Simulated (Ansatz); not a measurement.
**Frequency calculation, with input and output: AlHBrF3**

AlHBrF3, computed with RKS B3LYP/def2-SVP (Ansatz 0.2.0).

It belongs to a series of runs on one base structure; here: vibrations at the highest image of the band.

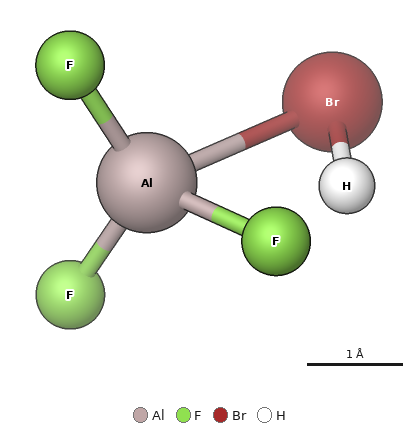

The structure as given in the input (ball-and-stick view, seen at a tilt). Sticks mark near contacts. Bond lengths as drawn: Al–Br 2.50 Å, Al–F 1.65 to 1.77 Å and Br–H 1.62 Å.

## Key numbers

```json
{"quantity": "outcome", "value": "converged"}
{"quantity": "total energy", "value": "−84800.5334 eV"}
{"quantity": "mean-field energy", "value": "−84800.5334 eV"}
{"quantity": "largest force (length of the vector)", "value": "0.007 eV/Å"}
{"quantity": "hardware", "value": "2 threads of Intel Xeon @ 2.50GHz (Skylake/Cascade Lake), 32 GiB of memory available, shared host"}
{"quantity": "wall time", "value": "1.8 min (CPU time 3.4 min)"}
{"quantity": "peak memory", "value": "0.24 GiB"}
```

## Input
```yaml
crystal:
  periodic: [false, false, false]
  atoms:
    - { symbol: Al, position_ang: [0.012956, -0.23908, 0.022798] }
    - { symbol: F, position_ang: [0.016584, 0.050234, 1.771324] }
    - { symbol: F, position_ang: [1.438174, 0.16569, -0.707767] }
    - { symbol: F, position_ang: [-1.442819, 0.082996, -0.688353] }
    - { symbol: Br, position_ang: [0.085949, -2.566707, 0.919264] }
    - { symbol: H, position_ang: [0.054856, -1.250533, 1.871635] }
basis:
  gaussian: { orbitals: def2-SVP }
hamiltonian:
  xc: b3lyp
phonons: {}
```

Run as:
```bash
ansatz run input.yaml --threads 2 --pin off --max-ram 3072MiB --backend cpu --events-out ev --progress --plain --runs-dir out
```

## Log
```
Engine: ansatz 0.2.0, x86_64-unknown-linux-gnu
Functional definition: B3LYP
  parameter a0 = 0.2
  parameter ax = 0.72
  parameter ac = 0.81
  exchange = (1 - a0 - ax)*slater_x + ax*b88_x + a0*exact_x
  correlation = (1 - ac)*vwn_rpa_c + ac*lyp_c
959 factors; integrals over basis functions are off by at most 3.5e-4 eV
mean field evaluation 1: about -84795.5548 eV, gradient 5.7e1 eV
mean field evaluation 2: about -84785.6583 eV, gradient 1.0e2 eV
mean field evaluation 4: about -84800.5151 eV, gradient 1.6e0 eV
mean field evaluation 8: about -84800.5332 eV, gradient 3.1e-2 eV
mean field -84800.53318616 eV, -3116.3621147255 hartree, gradient 2.5e-5 eV, S^2 0.000000; 0 other end points of the search recorded, 0 dependent functions left out
the calculation of the forces begins
reference -84800.53342744 eV, -3116.3621235924 hartree; 38, 38 occupied and 59, 59 virtual orbitals, 959 factors
these checks for a lower state are left out or cut short: stability, starts, cluster_reference, orbital_swaps, neighbouring_geometries, increment
959 factors; integrals over basis functions are off by at most 3.5e-4 eV
mean field evaluation 16: about -84800.5199 eV, gradient 2.1e-1 eV
mean field -84800.53302903 eV, -3116.3621089511 hartree, gradient 2.3e-6 eV, S^2 0.000000; 0 other end points of the search recorded, 0 dependent functions left out
[... from here on the field's lines of each further geometry are left out, up to the last ...]
the calculation of the forces begins
reference -84800.53339674 eV, -3116.3621224641 hartree; 38, 38 occupied and 59, 59 virtual orbitals, 959 factors
these checks for a lower state are left out or cut short: stability, starts, cluster_reference, orbital_swaps, neighbouring_geometries, increment
959 factors; integrals over basis functions are off by at most 3.5e-4 eV
mean field -84800.53317052 eV, -3116.3621141507 hartree, gradient 2.1e-6 eV, S^2 0.000000; 0 other end points of the search recorded, 0 dependent functions left out
the calculation of the forces begins
reference -84800.53341178 eV, -3116.3621230168 hartree; 38, 38 occupied and 59, 59 virtual orbitals, 959 factors
WARN: phonons: modes at or below zero, which the zero-point energy, F, S and C_V leave out: 1, the lowest at -548.84 cm⁻¹. A minimum has none, and a first-order saddle one
Total energy: -84800.53342744 eV, -3116.3621235924 hartree
Atom 0 at     0.012956    -0.239080     0.022798 Å, force     0.000815    -0.006478     0.000968 eV/Å
Atom 1 at     0.016584     0.050234     1.771324 Å, force     0.000058     0.002758     0.000296 eV/Å
Atom 2 at     1.438174     0.165690    -0.707767 Å, force     0.000526     0.002696    -0.000317 eV/Å
Atom 3 at    -1.442819     0.082996    -0.688353 Å, force    -0.001208     0.002724    -0.000326 eV/Å
Atom 4 at     0.085949    -2.566707     0.919264 Å, force     0.000156     0.000466     0.002394 eV/Å
Atom 5 at     0.054856    -1.250533     1.871635 Å, force    -0.000348    -0.002166    -0.003015 eV/Å
Dipole moment:     0.011648    -0.326637     0.338477 e Å
Vibrations: -548.84 112.40 166.22 207.76 238.58 373.75 438.22 727.18 733.24 897.61 977.65 1430.94 cm⁻¹, zero-point energy 0.390769 eV
```

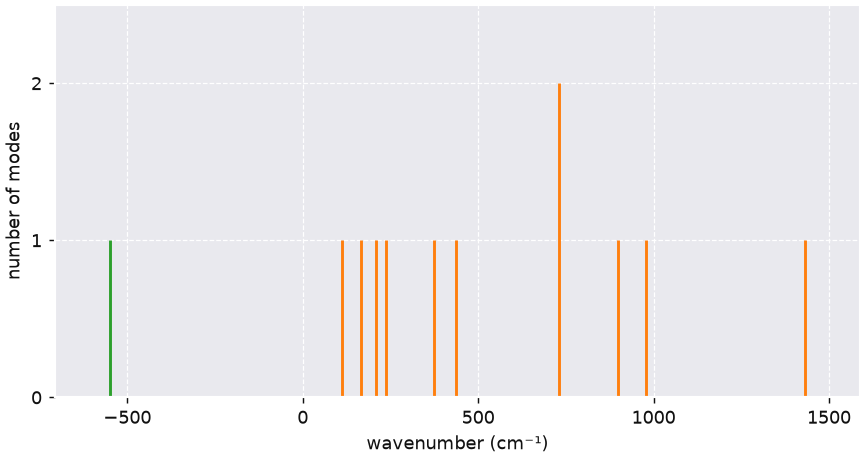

Harmonic vibrational wavenumbers from the force constants; neighbouring modes closer than 9 cm⁻¹ are counted in one stick, and imaginary ones are drawn at negative wavenumbers. 12 modes from 549i to 1431 cm⁻¹, 1 imaginary beyond 8i (549i cm⁻¹): a first-order saddle point, if the geometry is stationary.
